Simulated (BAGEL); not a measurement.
# GeNH2Br (SMILES [NH2][Ge][Br]): HF/6-31G(d) (density fitting with qzvpp-jkfit, spherical functions)

Aim: the vertical ionisation energy of GeNH2Br at HF/6-31G* (density fitting with qzvpp-jkfit, spherical functions), from 2 runs. 

Program for the calculation: BAGEL 1.2.2.

**1. The structure to begin with**

The species is GeNH2Br (5 atoms), meant as a singlet with charge 0. SMILES: `[NH2][Ge][Br]`. The coordinates come from a PBE0-D4/def2-TZVP relaxation. This is one conformer, not always the lowest.

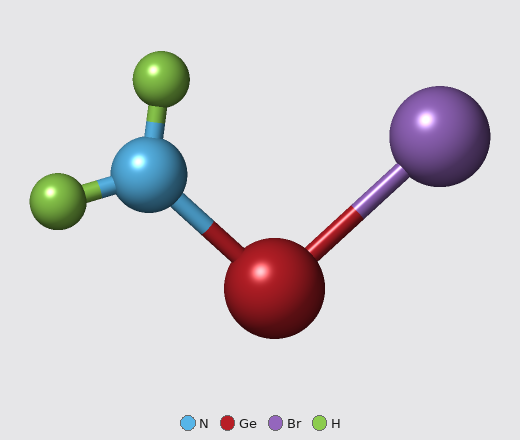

The structure, seen from a chosen angle (nitrogen blue, germanium red, bromine purple, hydrogen green).

**2. The energy at HF/6-31G(d) (density fitting with qzvpp-jkfit, spherical functions)**

Contents of hf.json:

```json
{ "bagel" : [

{
  "title" : "molecule",
  "basis" : "6-31gs.json",
  "df_basis" : "qzvpp-jkfit",
  "angstrom" : true,
  "geometry" : [
    { "atom" : "N", "xyz" : [      -0.464300,       0.338200,      -0.424300 ] },
    { "atom" : "Ge", "xyz" : [      -0.367800,      -1.144300,       0.610500 ] },
    { "atom" : "Br", "xyz" : [       1.893900,      -0.845800,       1.259900 ] },
    { "atom" : "H", "xyz" : [       0.296200,       0.984200,      -0.573600 ] },
    { "atom" : "H", "xyz" : [      -1.308100,       0.594000,      -0.913900 ] }
  ]
},

{ "title" : "hf" },

{ "title" : "print", "file" : "orbitals.molden", "orbitals" : true }

]}
```

The basis set 6-31G* is read from a file made from the Basis Set Exchange's data (not shown).

Started as:

```console
$ BAGEL_NUM_THREADS=1 BAGEL hf.json > hf.out
```

The log of the run:

```text
* using 1 threads per process

  ===============================================================
  ===============================================================

  *** Geometry ***

  { "atom" : "N", "xyz" : [     -0.877400,      0.639105,     -0.801811 ] },
  { "atom" : "Ge", "xyz" : [     -0.695041,     -2.162414,      1.153678 ] },
  { "atom" : "Br", "xyz" : [      3.578952,     -1.598330,      2.380866 ] },
  { "atom" : "H", "xyz" : [      0.559737,      1.859868,     -1.083947 ] },
  { "atom" : "H", "xyz" : [     -2.471951,      1.122497,     -1.727021 ] },

  Number of auxiliary basis functions:      645

  Since a DF basis is specified, we compute 2- and 3-index integrals:
    o Being stored without compression. Storage requirement is 0.035 GB

  Number of basis functions:       82
  Number of electrons      :       76

    * METHOD: MOLECULE                             0.48

  *** RHF ***

  === Nuclear Repulsion ===
   388.4782654345

      * DIIS with orbital gradients will be used.

  === RHF iteration (6-31gs.json) ===
      0      -4702.67740179          0.01682488           0.20
      1      -4702.77579487          0.01241524           0.19
      2      -4702.84949135          0.00109860           0.18
      3      -4702.85096254          0.00042855           0.20
      4      -4702.85112709          0.00012480           0.19
      5      -4702.85115559          0.00004204           0.18
      6      -4702.85116053          0.00001351           0.19
      7      -4702.85116096          0.00000501           0.19
      8      -4702.85116099          0.00000225           0.19
      9      -4702.85116099          0.00000078           0.18
     10      -4702.85116099          0.00000026           0.18
     11      -4702.85116099          0.00000008           0.18
     12      -4702.85116099          0.00000004           0.18
     13      -4702.85116099          0.00000002           0.17
     14      -4702.85116099          0.00000000           0.18
    * SCF iteration converged.

    * Permanent dipole moment:
           (    1.082605,    -0.430391,     0.697102) a.u.

    * METHOD: HF                                   3.21

    * METHOD: PRINT                                0.01

  ===============================================================
```

Wall time 3.9 s (1 thread of Arm Neoverse V2, shared host); peak memory 0.17 GiB.

**3. The doublet cation**

Contents of input.json:

```json
{ "bagel": [

{
  "title": "molecule",
  "basis": "6-31gs.json",
  "df_basis": "qzvpp-jkfit",
  "angstrom": true,
  "geometry": [
    { "atom": "N", "xyz": [   -0.464300,    0.338200,   -0.424300 ] },
    { "atom": "Ge", "xyz": [   -0.367800,   -1.144300,    0.610500 ] },
    { "atom": "Br", "xyz": [    1.893900,   -0.845800,    1.259900 ] },
    { "atom": "H", "xyz": [    0.296200,    0.984200,   -0.573600 ] },
    { "atom": "H", "xyz": [   -1.308100,    0.594000,   -0.913900 ] }
  ]
},
{ "title": "uhf", "charge": 1, "nopen": 1 },
{ "title": "print", "file": "orbitals.molden", "orbitals": true }

]}
```

The basis set 6-31G* is read from a file made from the Basis Set Exchange's data (not shown).

Started as:

```console
$ BAGEL_NUM_THREADS=1 BAGEL input.json > input.out
```

The log of the run:

```text
* using 1 threads per process

  ===============================================================
  ===============================================================

  *** Geometry ***

  { "atom" : "N", "xyz" : [     -0.877400,      0.639105,     -0.801811 ] },
  { "atom" : "Ge", "xyz" : [     -0.695041,     -2.162414,      1.153678 ] },
  { "atom" : "Br", "xyz" : [      3.578952,     -1.598330,      2.380866 ] },
  { "atom" : "H", "xyz" : [      0.559737,      1.859868,     -1.083947 ] },
  { "atom" : "H", "xyz" : [     -2.471951,      1.122497,     -1.727021 ] },

  Number of auxiliary basis functions:      645

  Since a DF basis is specified, we compute 2- and 3-index integrals:
    o Being stored without compression. Storage requirement is 0.035 GB

  Number of basis functions:       82
  Number of electrons      :       76

    * METHOD: MOLECULE                             0.48

  *** Open-shell HF ***

  === Nuclear Repulsion ===
   388.4782654345

      * DIIS with orbital gradients will be used.

  === UHF iteration (6-31gs.json) ===
      0      -4702.33327142          0.03182359           0.36
      1      -4702.43750886          0.02567320           0.35
      2      -4702.48110552          0.01866182           0.37
      3      -4702.52383731          0.00107677           0.35
      4      -4702.52488444          0.00053088           0.37
      5      -4702.52522786          0.00024947           0.36
      6      -4702.52540753          0.00018336           0.36
      7      -4702.52551962          0.00014819           0.34
      8      -4702.52564014          0.00009853           0.35
      9      -4702.52569855          0.00005341           0.35
     10      -4702.52571272          0.00003263           0.35
     11      -4702.52571701          0.00002170           0.35
     12      -4702.52571954          0.00001571           0.37
     13      -4702.52572131          0.00000990           0.36
     14      -4702.52572197          0.00000600           0.36
     15      -4702.52572224          0.00000410           0.35
     16      -4702.52572232          0.00000305           0.37
     17      -4702.52572236          0.00000240           0.34
     18      -4702.52572238          0.00000172           0.35
     19      -4702.52572240          0.00000126           0.34
     20      -4702.52572240          0.00000098           0.35
     21      -4702.52572241          0.00000069           0.35
     22      -4702.52572241          0.00000055           0.37
     23      -4702.52572241          0.00000040           0.36
     24      -4702.52572241          0.00000027           0.37
     25      -4702.52572241          0.00000018           0.35
     26      -4702.52572241          0.00000011           0.37
     27      -4702.52572241          0.00000009           0.34
     28      -4702.52572241          0.00000006           0.36
     29      -4702.52572241          0.00000004           0.34
     30      -4702.52572241          0.00000003           0.36
     31      -4702.52572241          0.00000002           0.34
     32      -4702.52572241          0.00000002           0.37
     33      -4702.52572241          0.00000001           0.36
     34      -4702.52572241          0.00000001           0.37
    * SCF iteration converged.

    * S^2 (UHF) is 0.8013

    * Permanent dipole moment:
           (    1.758554,    -0.133831,     0.751515) a.u.

    * METHOD: UHF                                 12.87

    * METHOD: PRINT                                0.01

  ===============================================================
```

It took 14 s on 1 thread of Arm Neoverse V2, shared host; peak memory 0.17 GiB.

**4. What came out**

Level: HF/6-31G* (density fitting with qzvpp-jkfit, spherical functions).

| quantity | value |
| --- | --- |
| singlet GeNH2Br: total energy | -4702.85116 Eh |
| singlet GeNH2Br: dipole moment | 3.45 D |
| singlet GeNH2Br: HOMO energy | -9.74 eV |
| singlet GeNH2Br: LUMO energy | 1.09 eV |
| singlet GeNH2Br: HOMO–LUMO gap | 10.83 eV |
| doublet cation: total energy | -4702.52572 Eh |
| doublet cation: ⟨S²⟩ | 0.801 |
| vertical ionisation energy (to the doublet cation) | 8.856 eV |

The vertical ionisation energy comes to 8.86 eV (204 kcal/mol). The negative HOMO energy of the first species, 9.74 eV, lies 0.89 eV above that difference.
